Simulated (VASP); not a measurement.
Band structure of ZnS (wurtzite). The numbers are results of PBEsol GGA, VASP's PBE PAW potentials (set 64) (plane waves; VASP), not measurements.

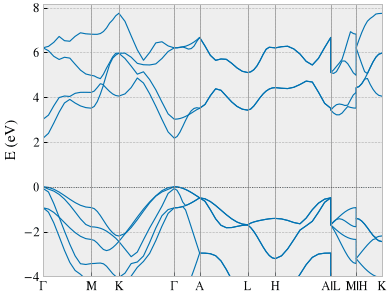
Figure. Bands along high-symmetry lines, zero at the valence-band maximum or, without a gap, the Fermi level

### Question
Read the plot: is there a gap, and where are the band edges?

### Answer
The gap is direct, 2.17 eV, from the valence maximum at Γ to the conduction minimum at Γ. (Edges off the drawn lines would not show.)

Measured: gap 3.91 eV (computed value off by -1.74 eV), as given by Mehmet Aras et al., The Journal of Chemical Physics (2014), arXiv:1312.4272.

The compound is ZnS in the wurtzite structure, the high-temperature form. It was relaxed first.
